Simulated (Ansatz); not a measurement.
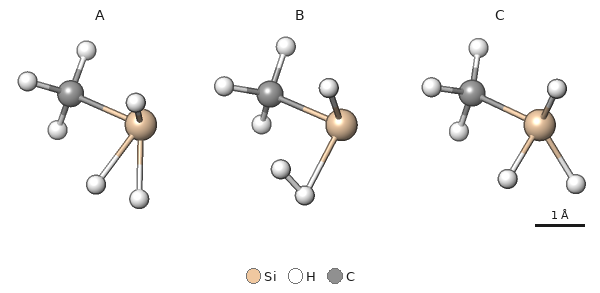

3 geometries from a converged minimum-energy path of CH6Si, shuffled. The picture is a ball-and-stick view, seen from a free direction.

Method: Ansatz, RKS PBE0-D4/def2-SVP. Set-up: 9 movable images; climbing image; force threshold 0.05 eV/Å; iteration limit 60; starting path through a guess of the saddle point.

Q: Which frame is the transition state?

A: A. In order along the path, whose images run from 0 to 10: C (image 5, +1.19 eV), A (image 8, +2.64 eV), B (image 10, +2.47 eV). Forming: H–H (2.42 → 0.82 Å).

The run took 89 s on 1 thread of Intel(R) Xeon(R) 6975P-C (Granite Rapids) (shared host), peak memory 0.12 GiB.
